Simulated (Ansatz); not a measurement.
**C3H8O2Si: density, localisation and related maps**

```csv
atom,x (Å),y (Å),z (Å)
C,-2.2960,0.0974,-0.1688
C,-0.9684,0.2365,-0.1500
C,-0.2294,1.4358,0.3575
O,-0.1834,-0.7986,-0.6510
Si,1.5221,-1.0425,-0.5889
O,2.1071,-1.2030,1.0152
H,-2.9399,0.8848,0.2015
H,-2.7522,-0.8041,-0.5558
H,-0.9238,2.1819,0.7489
H,0.3569,1.9062,-0.4420
H,0.4687,1.1606,1.1590
H,2.2761,0.1336,-1.1172
H,1.6869,-2.2927,-1.3910
H,1.8624,-1.9249,1.6113
```

All numbers below come from Ansatz, RKS PBE0-D4/6-31G.

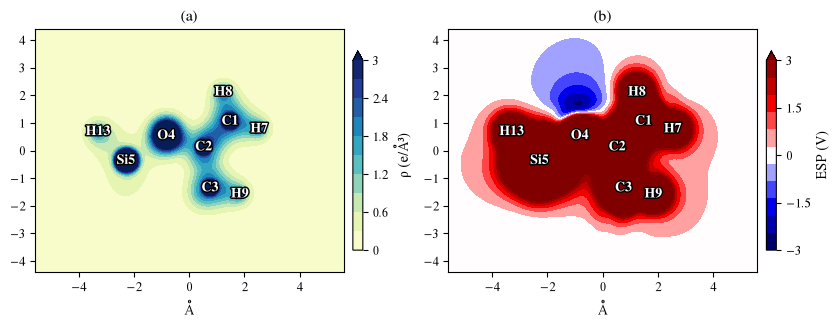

Figure 1. (a) total electron density; (b) electrostatic potential on the plane of atoms H7, C1 and H8.

Question: Describe what can be read from this map.

Answer:
- The section cuts through C, O, Si and H sites.
- C–C (1.33 Å): the density is about 2.2 e/Å³ at the midpoint.
- C–O (1.39 Å): the density is about 1.9 e/Å³ at the midpoint, with its minimum of 1.6 e/Å³ about 0.5 Å from C.
- Si–O (1.72 Å): ρ is about 0.82 e/Å³ halfway.
- C–C (1.50 Å): ρ is about 1.6 e/Å³ halfway.
- C–H (1.08 Å): ρ at the midpoint is about 1.9 e/Å³.
- Outside the dense part of the molecule the potential is most negative (−2.5 V) near O4.

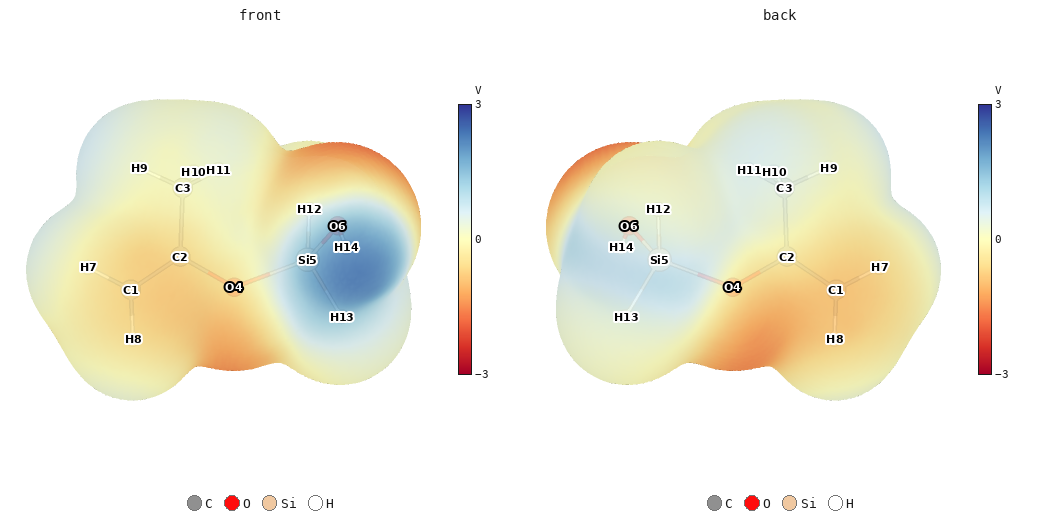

Figure 2. The electrostatic potential painted on the density surface at 0.001 e/bohr³, seen from the front and from behind; red is negative and blue positive.

Question: Which sites attract a positive test charge, and which a negative one?

Answer: A positive charge is drawn to the negative regions and a negative charge to the positive ones. The most negative region (about −1.6 V) lies over O6, the most positive (about +2.3 V) over H14. O6 is the likeliest acceptor of a hydrogen bond.

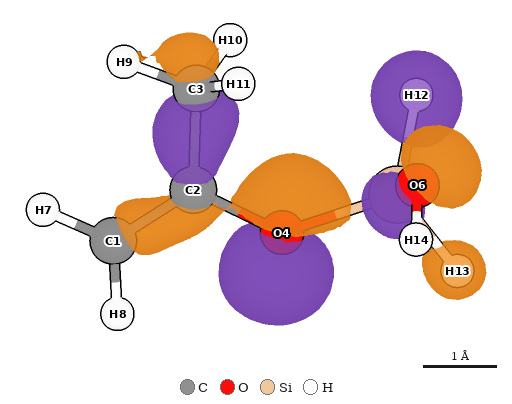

Figure 3. The HOMO−1 at ±0.15 Å⁻³ᐟ² (orange and purple are the two phases), seen at a tilt.

Question: What is the character of this orbital?

Answer: Its weight (Hirshfeld) is mainly on O4 (about 50 %), O6 (about 10 %), H12 (about 10 %), C2 (about 5 %) and C3 (about 5 %). Its energy is −8.54 eV.
